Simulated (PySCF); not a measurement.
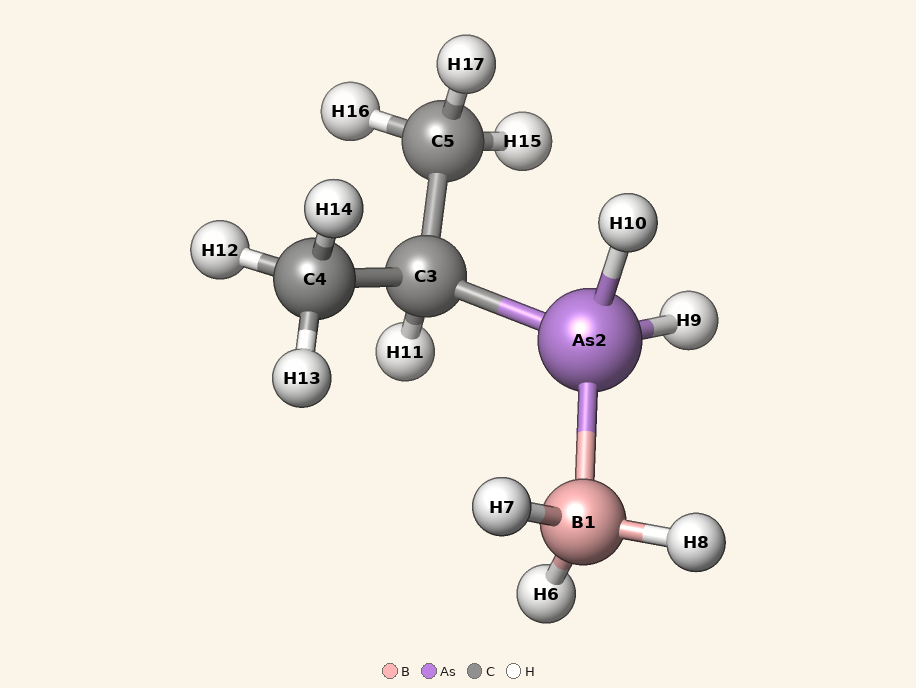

The computed structure is the end point of a PBE0-D3(BJ)/def2-SVP optimisation. No frequency run is at hand to confirm it as a minimum. Properties computed with B3LYP/pcJ-1 (pcSseg-1 on As) indirect spin-spin coupling, non-relativistic, gas phase (PySCF 2.14.0). Isotopes: 11B, 13C, 1H.

Give the spin–spin coupling constants of these pairs, with the number of bonds between them: B1/H7, B1/H6, B1/H8, B1/C3.

| pair | bonds apart | J (Hz) |
| --- | --- | --- |
| B1, H7 | 1 | 120.6 |
| B1, H6 | 1 | 120.0 |
| B1, H8 | 1 | 124.9 |
| B1, C3 | 2 | −0.7 |
